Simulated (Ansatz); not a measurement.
The starting structures come from a database of crystals and need not be the phases stable at ambient conditions.

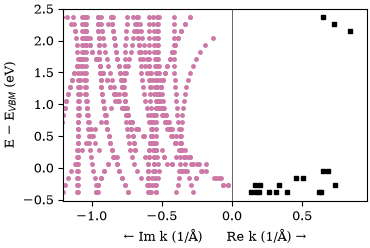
Figure: Complex bands at the centre of the two-dimensional zone; r2SCAN run with Ansatz (a quantum-chemistry and plane-wave program)

No gap correction and no spin-orbit coupling; mid-gap values are interpolated between computed energies.

Question: This is Rb$_{2}$PtCl$_{6}$ (Fm-3m, not sure to be the ambient phase, 9 atoms a cell, 27.6 Å³ an atom) along the normal of (110). Read off the slowest decay at the centre of the two-dimensional zone at 1.04 eV, the computed energy nearest the middle of the gap.

Answer: κ ≈ 0.34 1/Å, a decay length 1/(2κ) of the density of 1.5 Å.
